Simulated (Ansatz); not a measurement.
**Run report: C2H7GaO2, molecular dynamics (part 1 of 2)**

- system: C2H7GaO2, SMILES C[O][GaH][O]C
- method: UKS BLYP/def2-SVP (Ansatz 0.2.0)

The geometry comes from this level: PBE0-D4/def2-TZVP.

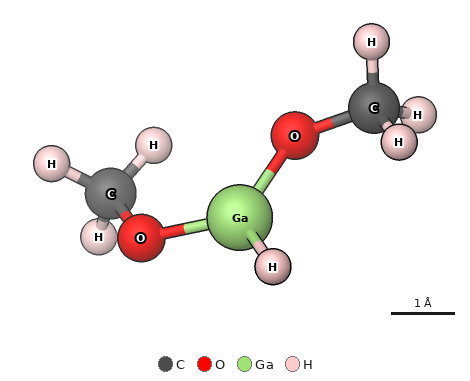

Fig. 1: The structure as given in the input (ball-and-stick view, seen at a tilt). Sticks mark near contacts.

The input
```yaml
crystal:
  periodic: [false, false, false]
  atoms:
    - {symbol: C, position_ang: [-1.954156, 0.894803, 1.076992]}
    - {symbol: O, position_ang: [-0.902718, 0.262327, 1.769465]}
    - {symbol: Ga, position_ang: [0.528218, -0.391176, 0.958810]}
    - {symbol: O, position_ang: [0.495929, -0.163637, -0.807146]}
    - {symbol: C, position_ang: [1.517031, -0.595321, -1.667206]}
    - {symbol: H, position_ang: [-2.075922, 1.917733, 1.449362]}
    - {symbol: H, position_ang: [-1.788563, 0.940664, -0.004809]}
    - {symbol: H, position_ang: [-2.890228, 0.355607, 1.258424]}
    - {symbol: H, position_ang: [1.677090, -1.084765, 1.726644]}
    - {symbol: H, position_ang: [2.344781, -1.095963, -1.145846]}
    - {symbol: H, position_ang: [1.113577, -1.299310, -2.403484]}
    - {symbol: H, position_ang: [1.934950, 0.259037, -2.211217]}
basis:
  gaussian: {orbitals: def2-SVP}
magnetization: {spin_polarized: true, initial_magnetization: 0}
hamiltonian: {xc: {name: BLYP}}
md: {timestep: 0.5 fs, n_steps: 30, ensemble: nvt_langevin, temperature: 700, initial_velocities: maxwell_boltzmann, friction: 0.01, seed: 67}
```

Run on 4 threads of Arm Neoverse V2, 23 GiB of memory available, shared host.

Launched with:
```bash
ansatz run in.yaml --threads 4 --pin off --events-out ev --progress --plain --max-ram 10444MiB
```

What the program printed
```
Functional definition: BLYP
  name "BLYP"
  cite "Becke, Phys. Rev. A 38, 3098 (1988) doi:10.1103/PhysRevA.38.3098"
  cite "Lee, Yang & Parr, Phys. Rev. B 37, 785 (1988) doi:10.1103/PhysRevB.37.785"
  parameter beta = 0.0042
  parameter a = 0.04918
  parameter b = 0.132
  parameter c = 0.2533
  parameter d = 0.349
  exchange = b88_x(beta = beta)
  correlation = lyp_c(a = a, b = b, c = c, d = d)
1363 factors; their error is unknown
mean field evaluation 1: about -58633.2984 eV, gradient 6.2e1 eV
mean field evaluation 2: about -58548.2997 eV, gradient 1.5e2 eV
mean field evaluation 4: about -58648.5001 eV, gradient 1.2e1 eV
mean field evaluation 8: about -58649.0619 eV, gradient 1.3e-1 eV
mean field evaluation 16: about -58649.0113 eV, gradient 1.8e-4 eV
mean field -58649.01133081 eV, -2155.3114126796 hartree, gradient 4.6e-5 eV, S^2 0.000000; 0 other end points of the search recorded, 0 dependent functions left out
the calculation of the forces begins
reference -58649.01167899 eV, -2155.3114254749 hartree; 33, 33 occupied and 90, 90 virtual orbitals, 1363 factors
md step     0: t =     0.00 fs  T =   641.7 K  F+E_penalty+E_count = -58649.01133081 eV  E_kin = 0.995302 eV  (30 SCF iters)
these checks for a lower state are left out or cut short: starts, cluster_reference, orbital_swaps, neighbouring_geometries, increment
1363 factors; their error is unknown
mean field -58648.99665583 eV, -2155.3108733841 hartree, gradient 9.0e-6 eV, S^2 0.000000; 0 other end points of the search recorded, 0 dependent functions left out
the calculation of the forces begins
reference -58648.99700418 eV, -2155.3108861855 hartree; 33, 33 occupied and 90, 90 virtual orbitals, 1363 factors
md step     1: t =     0.50 fs  T =   636.3 K  F+E_penalty+E_count = -58648.99665583 eV  E_kin = 0.987054 eV  (32 SCF iters)
[... from here on the SCF iterations and repeated set-up lines of each step are left out, up to the last step ...]
md step     2: t =     1.00 fs  T =   629.5 K  F+E_penalty+E_count = -58648.93758301 eV  E_kin = 0.976493 eV  (32 SCF iters)
md step     3: t =     1.50 fs  T =   612.5 K  F+E_penalty+E_count = -58648.84416882 eV  E_kin = 0.950034 eV  (32 SCF iters)
md step     4: t =     2.00 fs  T =   556.7 K  F+E_penalty+E_count = -58648.73452268 eV  E_kin = 0.863530 eV  (32 SCF iters)
md step     5: t =     2.50 fs  T =   502.1 K  F+E_penalty+E_count = -58648.63101816 eV  E_kin = 0.778805 eV  (32 SCF iters)
md step     6: t =     3.00 fs  T =   453.3 K  F+E_penalty+E_count = -58648.54411623 eV  E_kin = 0.703178 eV  (33 SCF iters)
md step     7: t =     3.50 fs  T =   420.8 K  F+E_penalty+E_count = -58648.47872987 eV  E_kin = 0.652765 eV  (34 SCF iters)
md step     8: t =     4.00 fs  T =   371.8 K  F+E_penalty+E_count = -58648.43571318 eV  E_kin = 0.576642 eV  (33 SCF iters)
md step     9: t =     4.50 fs  T =   358.2 K  F+E_penalty+E_count = -58648.41698418 eV  E_kin = 0.555652 eV  (33 SCF iters)
md step    10: t =     5.00 fs  T =   373.5 K  F+E_penalty+E_count = -58648.42250191 eV  E_kin = 0.579365 eV  (33 SCF iters)
md step    11: t =     5.50 fs  T =   388.2 K  F+E_penalty+E_count = -58648.44337405 eV  E_kin = 0.602112 eV  (32 SCF iters)
md step    12: t =     6.00 fs  T =   422.6 K  F+E_penalty+E_count = -58648.47280103 eV  E_kin = 0.655481 eV  (32 SCF iters)
md step    13: t =     6.50 fs  T =   413.6 K  F+E_penalty+E_count = -58648.49958959 eV  E_kin = 0.641542 eV  (32 SCF iters)
md step    14: t =     7.00 fs  T =   430.8 K  F+E_penalty+E_count = -58648.51056566 eV  E_kin = 0.668164 eV  (33 SCF iters)
md step    15: t =     7.50 fs  T =   449.0 K  F+E_penalty+E_count = -58648.50188083 eV  E_kin = 0.696530 eV  (33 SCF iters)
md step    16: t =     8.00 fs  T =   422.1 K  F+E_penalty+E_count = -58648.47347655 eV  E_kin = 0.654716 eV  (33 SCF iters)
md step    17: t =     8.50 fs  T =   408.9 K  F+E_penalty+E_count = -58648.44431741 eV  E_kin = 0.634317 eV  (33 SCF iters)
md step    18: t =     9.00 fs  T =   426.8 K  F+E_penalty+E_count = -58648.44394252 eV  E_kin = 0.662028 eV  (33 SCF iters)
md step    19: t =     9.50 fs  T =   458.4 K  F+E_penalty+E_count = -58648.49006152 eV  E_kin = 0.710994 eV  (33 SCF iters)
md step    20: t =    10.00 fs  T =   507.0 K  F+E_penalty+E_count = -58648.58644928 eV  E_kin = 0.786451 eV  (32 SCF iters)
md step    21: t =    10.50 fs  T =   590.6 K  F+E_penalty+E_count = -58648.70315664 eV  E_kin = 0.916101 eV  (32 SCF iters)
md step    22: t =    11.00 fs  T =   651.6 K  F+E_penalty+E_count = -58648.79825982 eV  E_kin = 1.010780 eV  (33 SCF iters)
md step    23: t =    11.50 fs  T =   666.3 K  F+E_penalty+E_count = -58648.84489909 eV  E_kin = 1.033480 eV  (32 SCF iters)
md step    24: t =    12.00 fs  T =   631.4 K  F+E_penalty+E_count = -58648.83279950 eV  E_kin = 0.979415 eV  (32 SCF iters)
md step    25: t =    12.50 fs  T =   604.7 K  F+E_penalty+E_count = -58648.77645428 eV  E_kin = 0.937909 eV  (32 SCF iters)
md step    26: t =    13.00 fs  T =   574.9 K  F+E_penalty+E_count = -58648.70141151 eV  E_kin = 0.891785 eV  (32 SCF iters)
md step    27: t =    13.50 fs  T =   525.4 K  F+E_penalty+E_count = -58648.63076198 eV  E_kin = 0.814919 eV  (32 SCF iters)
md step    28: t =    14.00 fs  T =   505.1 K  F+E_penalty+E_count = -58648.57226145 eV  E_kin = 0.783545 eV  (32 SCF iters)
md step    29: t =    14.50 fs  T =   451.8 K  F+E_penalty+E_count = -58648.52250277 eV  E_kin = 0.700727 eV  (33 SCF iters)
these checks for a lower state are left out or cut short: starts, cluster_reference, orbital_swaps, neighbouring_geometries, increment
1363 factors; their error is unknown
mean field -58648.48511218 eV, -2155.2920745015 hartree, gradient 1.7e-5 eV, S^2 0.000000; 0 other end points of the search recorded, 0 dependent functions left out
the calculation of the forces begins
reference -58648.48546665 eV, -2155.2920875280 hartree; 33, 33 occupied and 90, 90 virtual orbitals, 1363 factors
1363 factors; their error is unknown
mean field evaluation 256: about -58647.5150 eV, gradient 1.7e1 eV
mean field -58648.48511218 eV, -2155.2920745015 hartree, gradient 1.7e-5 eV, S^2 0.000000; 1 other end points of the search recorded, 0 dependent functions left out
the calculation of the forces begins
reference -58648.48546665 eV, -2155.2920875280 hartree; 33, 33 occupied and 90, 90 virtual orbitals, 1363 factors
md step    30: t =    15.00 fs  T =   429.6 K  F+E_penalty+E_count = -58648.48511218 eV  E_kin = 0.666327 eV  (32 SCF iters)
```

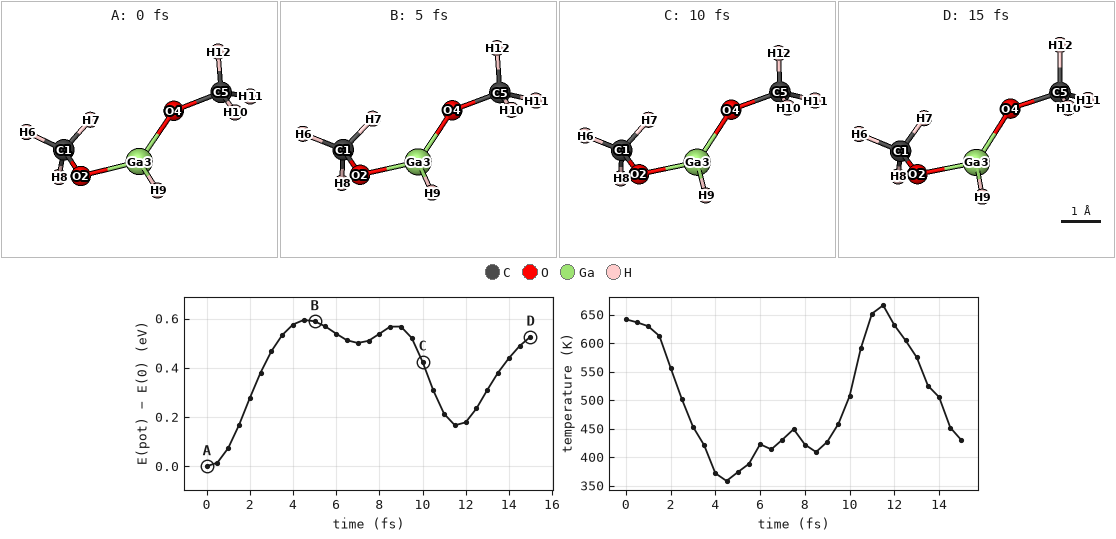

Fig. 2: Frames of the molecular dynamics (ball-and-stick, seen at a tilt) above the curves, on which the letters mark them. The trajectory kept here has 31 frames over 15 fs. The temperature starts at 642 K, ranges from 358 to 666 K and averages 519 K over the second half. The potential energy ends 0.526 eV above its first value. After an unweighted best fit of the last frame on the first, the root-mean-square displacement is 0.16 Å, and H9 has moved furthest (0.32 Å).

```
Total energy: -58648.48546665 eV, -2155.2920875280 hartree
Atom 0 at    -1.930403     0.884190     1.225044 Å, force    -2.356415     1.594633    -0.540171 eV/Å
Atom 1 at    -0.809431     0.285554     1.819067 Å, force    -1.722466     0.609155     0.587615 eV/Å
Atom 2 at     0.528495    -0.422035     0.948760 Å, force     0.831659    -0.156390    -1.004673 eV/Å
Atom 3 at     0.450474    -0.064466    -0.844714 Å, force     0.387413    -0.364797     0.423451 eV/Å
Atom 4 at     1.449770    -0.558065    -1.753758 Å, force    -1.151315     2.854776    -1.874593 eV/Å
Atom 5 at    -2.189117     1.943253     1.663153 Å, force     0.647328    -1.367264    -0.270010 eV/Å
Atom 6 at    -1.897000     1.061363     0.108098 Å, force     0.591121    -0.128239     0.432873 eV/Å
Atom 7 at    -2.948722     0.327580     1.299052 Å, force     1.287838     0.045403     0.493978 eV/Å
Atom 8 at     1.528359    -1.034903     1.936927 Å, force     0.479504    -0.311385    -0.021165 eV/Å
Atom 9 at     2.351764    -0.874860    -1.220104 Å, force     0.524066    -0.398841    -0.312277 eV/Å
Atom 10 at     0.955982    -1.283956    -2.433864 Å, force     0.473266    -0.591252     0.237683 eV/Å
Atom 11 at     1.682709     0.355884    -2.558233 Å, force     0.008000    -1.785799     1.847289 eV/Å
Dipole moment:     0.222891    -0.196423    -0.219174 e Å
```

Trajectory as extended XYZ (Å, eV, eV/Å), 31 frames, from step=0 to step=30
```
12
Properties=species:S:1:pos:R:3:forces:R:3 step=0 time_fs=0.0 energy=-58649.01133 temperature=641.7
C    -1.9542    0.8948    1.0770   -0.0128   0.0055   0.0176
O    -0.9027    0.2623    1.7695   -0.0242  -0.0599   0.6114
Ga    0.5282   -0.3912    0.9588    0.4883  -0.3011   0.3817
O     0.4959   -0.1636   -0.8071   -0.4713   0.2775  -0.2571
C     1.5170   -0.5953   -1.6672   -0.0446   0.0199   0.0231
H    -2.0759    1.9177    1.4494   -0.1374   0.5674   0.1724
H    -1.7886    0.9407   -0.0048    0.0209   0.0570  -0.5562
H    -2.8902    0.3556    1.2584   -0.5567  -0.2361   0.0743
H     1.6771   -1.0848    1.7266    0.1522  -0.0965   0.1390
H     2.3448   -1.0960   -1.1458    0.4672  -0.2710   0.2026
H     1.1136   -1.2993   -2.4035   -0.1530  -0.3845  -0.4541
H     1.9349    0.2590   -2.2112    0.2715   0.4218  -0.3546
12
Properties=species:S:1:pos:R:3:forces:R:3 step=1 time_fs=0.5 energy=-58648.99666 temperature=636.3
C    -1.9522    0.8944    1.0800   -0.0313   0.2628   0.0284
O    -0.8984    0.2642    1.7687    0.0291  -0.0859   0.6768
Ga    0.5274   -0.3926    0.9584    0.5279  -0.3078   0.3534
O     0.4961   -0.1605   -0.8070   -0.5622   0.2401  -0.3062
C     1.5088   -0.5955   -1.6705    0.6306   0.9694   0.1158
H    -2.0654    1.9265    1.4722   -0.1823   0.1398  -0.0747
H    -1.7755    0.9366   -0.0092   -0.1219   0.1070  -0.2659
H    -2.8806    0.3366    1.2741   -0.4748  -0.0573  -0.0254
H     1.6730   -1.0791    1.7317    0.1868  -0.1209   0.1483
H     2.3406   -1.0861   -1.1493    0.5403  -0.2691   0.2669
H     1.1358   -1.3050   -2.3910   -0.4968  -0.7152  -0.8768
H     1.9415    0.2774   -2.2225   -0.0454  -0.1628  -0.0408
12
Properties=species:S:1:pos:R:3:forces:R:3 step=2 time_fs=1.0 energy=-58648.93758 temperature=629.5
C    -1.9508    0.8940    1.0826   -0.0555   0.4818   0.0421
O    -0.8942    0.2662    1.7679    0.0696  -0.0998   0.7317
Ga    0.5265   -0.3940    0.9580    0.5834  -0.3245   0.3321
O     0.4961   -0.1574   -0.8071   -0.6428   0.2011  -0.3583
C     1.5006   -0.5958   -1.6738    1.2743   1.8166   0.2477
H    -2.0557    1.9359    1.4952   -0.2305  -0.2767  -0.3248
H    -1.7628    0.9332   -0.0152   -0.2692   0.1523   0.0467
H    -2.8717    0.3166    1.2899   -0.3686   0.1423  -0.1355
H     1.6688   -1.0747    1.7385    0.2061  -0.1355   0.1457
H     2.3378   -1.0765   -1.1519    0.5710  -0.2423   0.3029
H     1.1567   -1.3121   -2.3801   -0.7996  -1.0351  -1.2638
H     1.9488    0.2953   -2.2352   -0.3382  -0.6804   0.2336
12
Properties=species:S:1:pos:R:3:forces:R:3 step=3 time_fs=1.5 energy=-58648.84417 temperature=612.5
C    -1.9497    0.8937    1.0847   -0.0532   0.6359   0.0535
O    -0.8901    0.2683    1.7672    0.1072  -0.1060   0.7753
Ga    0.5254   -0.3954    0.9575    0.6451  -0.3475   0.3283
O     0.4962   -0.1542   -0.8071   -0.7109   0.1585  -0.4271
C     1.4927   -0.5960   -1.6769    1.8482   2.4632   0.3538
H    -2.0462    1.9447    1.5182   -0.2892  -0.6424  -0.5638
H    -1.7498    0.9302   -0.0226   -0.4227   0.1934   0.3688
H    -2.8622    0.2952    1.3060   -0.2669   0.3521  -0.2548
H     1.6644   -1.0713    1.7459    0.2165  -0.1445   0.1361
H     2.3374   -1.0670   -1.1538    0.5476  -0.1904   0.3082
H     1.1766   -1.3215   -2.3723   -1.0276  -1.2655  -1.5351
H     1.9561    0.3120   -2.2480   -0.5942  -1.1067   0.4567
12
Properties=species:S:1:pos:R:3:forces:R:3 step=4 time_fs=2.0 energy=-58648.73452 temperature=556.7
C    -1.9488    0.8937    1.0868   -0.0686   0.6864   0.1165
O    -0.8860    0.2701    1.7667    0.1343  -0.1022   0.8200
Ga    0.5243   -0.3967    0.9568    0.7142  -0.3765   0.3323
O     0.4963   -0.1510   -0.8071   -0.7695   0.1172  -0.5047
C     1.4850   -0.5958   -1.6801    2.3396   2.8471   0.3987
H    -2.0370    1.9520    1.5399   -0.3500  -0.9286  -0.7703
H    -1.7360    0.9273   -0.0278   -0.5712   0.2336   0.6173
H    -2.8539    0.2741    1.3225   -0.1417   0.5781  -0.3850
H     1.6603   -1.0680    1.7534    0.2217  -0.1502   0.1224
H     2.3392   -1.0573   -1.1549    0.4668  -0.1172   0.2784
H     1.1947   -1.3342   -2.3676   -1.1627  -1.3480  -1.6474
H     1.9633    0.3272   -2.2599   -0.8131  -1.4397   0.6218
12
Properties=species:S:1:pos:R:3:forces:R:3 step=5 time_fs=2.5 energy=-58648.63102 temperature=502.1
C    -1.9476    0.8940    1.0891   -0.0951   0.6706   0.2346
O    -0.8818    0.2715    1.7662    0.1454  -0.0915   0.8735
Ga    0.5234   -0.3979    0.9562    0.8075  -0.4212   0.3475
O     0.4960   -0.1480   -0.8072   -0.8177   0.0718  -0.5835
C     1.4776   -0.5950   -1.6837    2.7000   2.9291   0.3303
H    -2.0282    1.9577    1.5597   -0.4093  -1.1466  -0.9405
H    -1.7218    0.9250   -0.0294   -0.7041   0.2718   0.7660
H    -2.8467    0.2543    1.3379   -0.0117   0.8002  -0.5116
H     1.6575   -1.0649    1.7624    0.2069  -0.1440   0.0936
H     2.3421   -1.0476   -1.1560    0.3565  -0.0396   0.2290
H     1.2107   -1.3504   -2.3676   -1.2003  -1.2270  -1.5584
H     1.9679    0.3402   -2.2691   -0.9780  -1.6737   0.7198
12
Properties=species:S:1:pos:R:3:forces:R:3 step=6 time_fs=3.0 energy=-58648.54412 temperature=453.3
C    -1.9461    0.8941    1.0914   -0.0929   0.6269   0.3700
O    -0.8773    0.2729    1.7662    0.1501  -0.0831   0.9298
Ga    0.5225   -0.3991    0.9556    0.9098  -0.4740   0.3744
O     0.4956   -0.1451   -0.8072   -0.8559   0.0306  -0.6549
C     1.4709   -0.5936   -1.6872    2.9255   2.7531   0.1318
H    -2.0194    1.9611    1.5768   -0.4711  -1.2950  -1.0702
H    -1.7071    0.9238   -0.0279   -0.8219   0.3029   0.8365
H    -2.8394    0.2364    1.3510    0.0855   0.9900  -0.6216
H     1.6552   -1.0627    1.7724    0.1796  -0.1299   0.0546
H     2.3451   -1.0374   -1.1578    0.2573   0.0192   0.1907
H     1.2241   -1.3701   -2.3705   -1.1660  -0.9225  -1.3026
H     1.9702    0.3495   -2.2755   -1.0998  -1.8184   0.7616
12
Properties=species:S:1:pos:R:3:forces:R:3 step=7 time_fs=3.5 energy=-58648.47873 temperature=420.8
C    -1.9448    0.8941    1.0941   -0.0439   0.5883   0.5058
O    -0.8726    0.2741    1.7668    0.1389  -0.0716   0.9875
Ga    0.5218   -0.4001    0.9549    1.0136  -0.5299   0.4027
O     0.4948   -0.1422   -0.8072   -0.8843   0.0004  -0.7130
C     1.4646   -0.5919   -1.6906    3.0454   2.3928  -0.1494
H    -2.0115    1.9627    1.5910   -0.5300  -1.3907  -1.1601
H    -1.6929    0.9240   -0.0231   -0.9208   0.3255   0.8376
H    -2.8314    0.2212    1.3614    0.1307   1.1279  -0.7030
H     1.6527   -1.0612    1.7829    0.1487  -0.1131   0.0118
H     2.3480   -1.0258   -1.1599    0.1707   0.0485   0.1582
H     1.2328   -1.3925   -2.3755   -1.0786  -0.4894  -0.9368
H     1.9706    0.3546   -2.2799   -1.1905  -1.8888   0.7586
12
Properties=species:S:1:pos:R:3:forces:R:3 step=8 time_fs=4.0 energy=-58648.43571 temperature=371.8
C    -1.9436    0.8943    1.0971    0.0340   0.5488   0.6334
O    -0.8676    0.2754    1.7675    0.1131  -0.0527   1.0472
Ga    0.5212   -0.4010    0.9542    1.1184  -0.5881   0.4358
O     0.4937   -0.1392   -0.8072   -0.9067  -0.0275  -0.7657
C     1.4588   -0.5901   -1.6940    3.0929   1.9507  -0.4284
H    -2.0054    1.9627    1.6022   -0.5784  -1.4373  -1.2105
H    -1.6804    0.9253   -0.0157   -0.9935   0.3439   0.7763
H    -2.8226    0.2092    1.3688    0.1271   1.2135  -0.7527
H     1.6508   -1.0596    1.7938    0.1128  -0.0933  -0.0352
H     2.3506   -1.0131   -1.1614    0.0892   0.0519   0.1179
H     1.2376   -1.4144   -2.3835   -0.9698  -0.0166  -0.5324
H     1.9673    0.3560   -2.2817   -1.2391  -1.8932   0.7143
12
Properties=species:S:1:pos:R:3:forces:R:3 step=9 time_fs=4.5 energy=-58648.41698 temperature=358.2
C    -1.9425    0.8949    1.1004    0.1478   0.4796   0.7073
O    -0.8627    0.2769    1.7682    0.0870  -0.0431   1.1105
Ga    0.5209   -0.4019    0.9533    1.2127  -0.6432   0.4737
O     0.4925   -0.1361   -0.8068   -0.9171  -0.0570  -0.8199
C     1.4537   -0.5882   -1.6973    3.0927   1.4824  -0.6356
H    -1.9996    1.9581    1.6105   -0.6263  -1.3824  -1.2094
H    -1.6696    0.9275   -0.0071   -1.0497   0.3585   0.6860
H    -2.8137    0.2018    1.3740    0.0781   1.2375  -0.7745
H     1.6494   -1.0577    1.8041    0.0785  -0.0748  -0.0803
H     2.3534   -1.0005   -1.1628    0.0027   0.0407   0.0724
H     1.2397   -1.4350   -2.3929   -0.8632   0.4274  -0.1516
H     1.9606    0.3534   -2.2799   -1.2431  -1.8257   0.6215
12
Properties=species:S:1:pos:R:3:forces:R:3 step=10 time_fs=5.0 energy=-58648.42250 temperature=373.5
C    -1.9416    0.8955    1.1044    0.3052   0.3804   0.7171
O    -0.8577    0.2783    1.7689    0.0496  -0.0456   1.1829
Ga    0.5205   -0.4027    0.9525    1.3113  -0.7025   0.5071
O     0.4908   -0.1329   -0.8066   -0.9107  -0.0874  -0.8698
C     1.4494   -0.5861   -1.7008    3.0413   0.9881  -0.7467
H    -1.9928    1.9488    1.6154   -0.6812  -1.2146  -1.1479
H    -1.6605    0.9299    0.0033   -1.0901   0.3693   0.5623
H    -2.8058    0.1999    1.3773   -0.0118   1.1954  -0.7642
H     1.6486   -1.0560    1.8146    0.0383  -0.0523  -0.1299
H     2.3569   -0.9879   -1.1637   -0.0928   0.0200   0.0194
H     1.2395   -1.4537   -2.4032   -0.7592   0.8217   0.1912
H     1.9510    0.3464   -2.2756   -1.2000  -1.6726   0.4785
```
